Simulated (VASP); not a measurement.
Energy against volume of SiC (zinc blende). Level of theory: AM05 GGA, VASP's PBE PAW potentials (set 64) (plane waves; VASP 6.6.1).

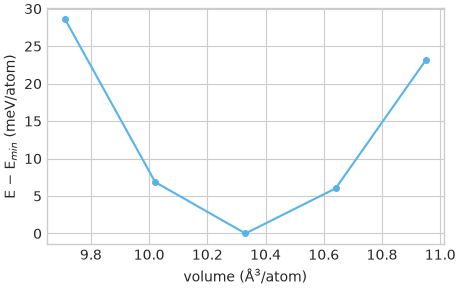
Fig. 1. Energy against volume

Problem. Estimate the equilibrium volume and the bulk modulus.

Solution. The minimum lies near 10.3 Å³/atom, and the curvature gives B0 of about 220 GPa.

Measured: bulk modulus 229 GPa at 0 K (computed value off by -3.5 %), as given by Daniel Mejia-Rodriguez et al., Physical Review B (2018), arXiv:1807.09216 [0 K value with the zero-point phonon effect removed]; a 4.346 Å at 0 K (computed value off by +0.2 %), as given by Daniel Mejia-Rodriguez et al., Physical Review B (2018), arXiv:1807.09216 [static lattice: zero-point anharmonic expansion removed].

The compound is SiC in the zinc blende structure. It was relaxed first.
